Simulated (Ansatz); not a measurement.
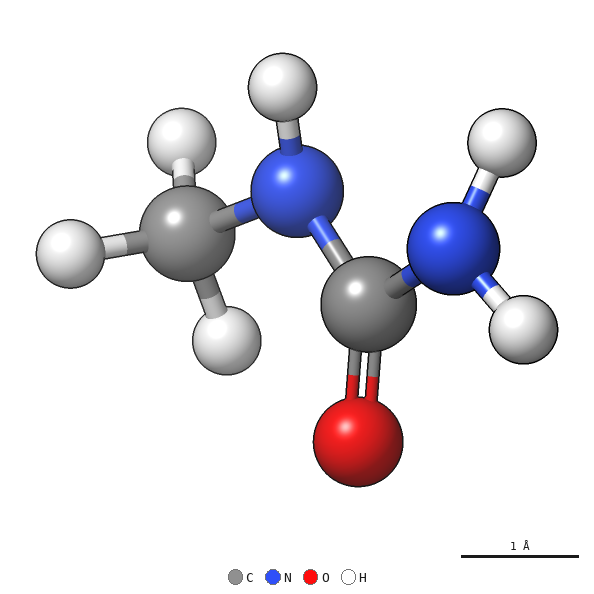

Ball-and-stick drawing of a structure. Multiple sticks mark multiple bonds (one Kekulé form).

Describe the molecule.

It has 11 atoms: 2 carbon, 6 hydrogen, 2 nitrogen and 1 oxygen (C₂H₆N₂O). Its SMILES string is `CNC(N)=O`. It has no ring. Among its groups: amide. This geometry has C1 symmetry. Coordination, clear cases only: 1 C tetrahedral; 1 C trigonal planar.

More results for the same structure follow; atom numbers are the same in all pictures, views and colours differ. The computed structure is the end point of a PBE0-D4/def2-TZVP optimisation. No frequency run is at hand to confirm it as a minimum.

**Shape**

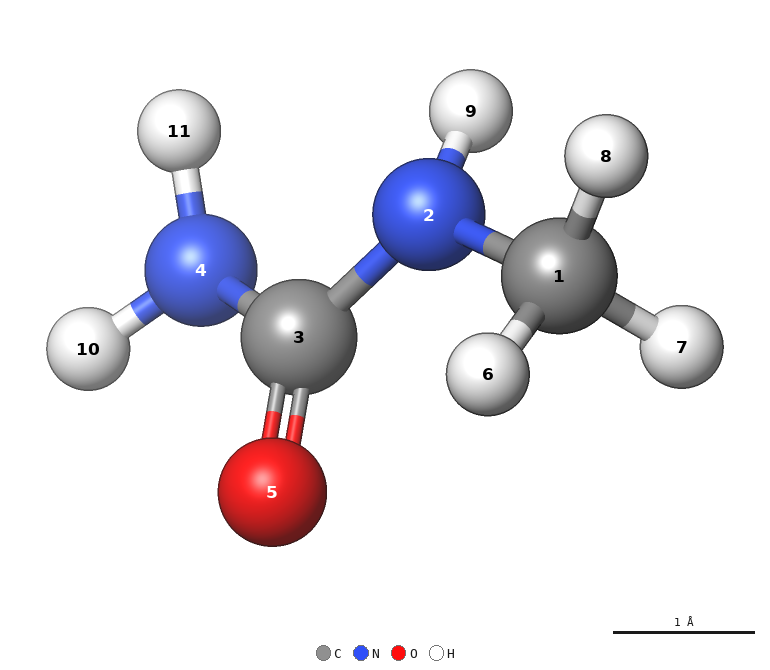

Atoms carry their numbers in the input. No frequency run is at hand to confirm it as a minimum.

Give the bond lengths.

```csv
bond,length (Å),order
C1–N2,1.441,single
C1–H6,1.088,single
C1–H7,1.096,single
C1–H8,1.091,single
N2–C3,1.369,single
N2–H9,1.006,single
C3–N4,1.382,single
C3–O5,1.214,double
N4–H10,1.006,single
N4–H11,1.007,single
```

**Electronic properties**

No frequency run is at hand to confirm it as a minimum. Properties computed with RKS PBE0-D4/def2-TZVPP (Ansatz 0.2.0).

What does the calculation give?

- HOMO energy (Kohn–Sham orbital): −7.25 eV
- LUMO energy (Kohn–Sham orbital): 0.74 eV
- HOMO–LUMO gap: 7.99 eV
- dispersion correction: −14.5 kJ/mol

**Charges**

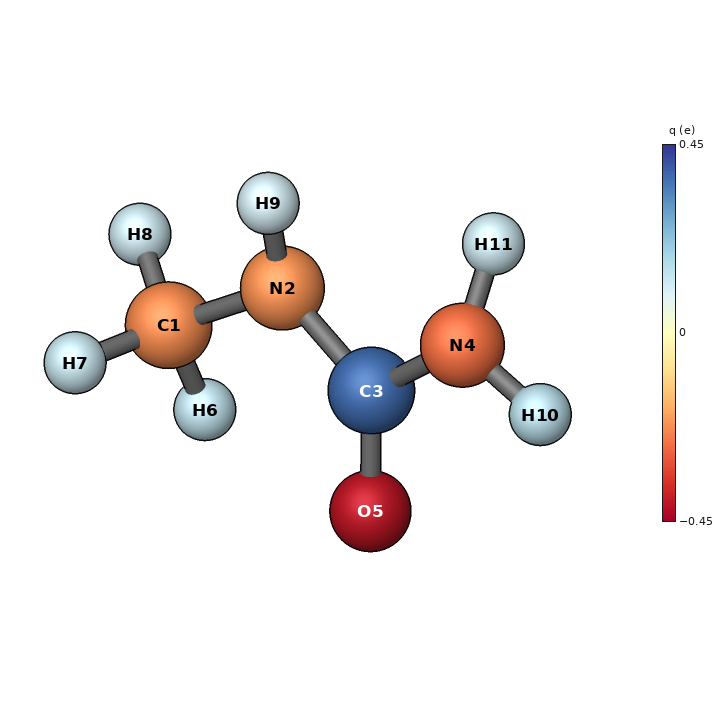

Atoms are coloured by their Mulliken charges. No frequency run is at hand to confirm it as a minimum. Level of theory: RKS ωB97M-V/def2-TZVPP (Ansatz 0.2.0).

Question: Which atom carries the highest charge (most positive or least negative)?

Answer: C3 (0.37 e).

Question: And the lowest?

Answer: O5 (−0.40 e).

Give the Mulliken charges atom by atom.

```csv
atom,value (e)
C1,−0.22
N2,−0.22
C3,0.37
N4,−0.26
O5,−0.40
H6,0.14
H7,0.12
H8,0.11
H9,0.10
H10,0.15
H11,0.11
```

**Dipole moment**

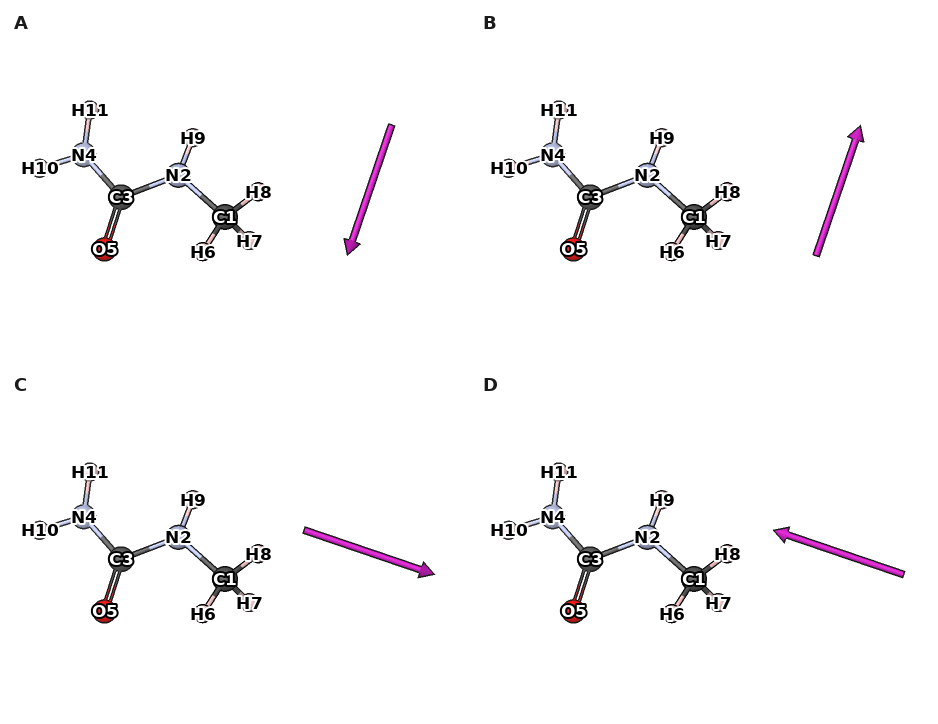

The same molecule four times, each with an arrow. No frequency run is at hand to confirm it as a minimum. Properties computed with RKS PBE-D4/def2-TZVPP (Ansatz 0.2.0).

Question: Which arrow points along the dipole moment, from the negative to the positive end?

Answer: B. The dipole moment is 3.69 D; it points from the side of O5 to the side of H9, H11 (the outermost atoms at the two ends).

Mulliken values depend strongly on the basis set and can even reverse the polarity of a bond.
